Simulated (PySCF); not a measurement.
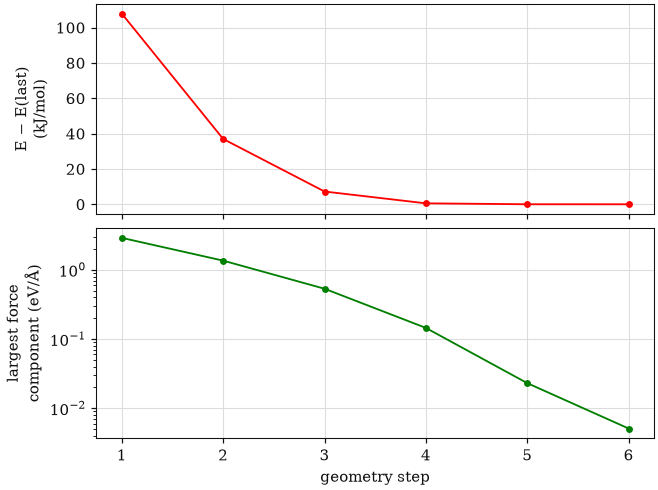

History of a geometry optimisation. The start has point group D3h, which is kept. A held symmetry can leave a saddle point.

The run: SH5- molecule (charge −1), by PySCF 2.14.0, RKS-based PBE0, S def2-TZVPD, H def2-TZVPD; non-relativistic Hamiltonian; density fitting.

### How did it end, and what did it gain?

The optimisation met its thresholds at geometry 6, counting the start as the first. The energy fell by about 110 kJ/mol from the first step to the last. The largest force component goes from about 2.9 eV/Å at the start to 5 × 10⁻³ eV/Å at the end.
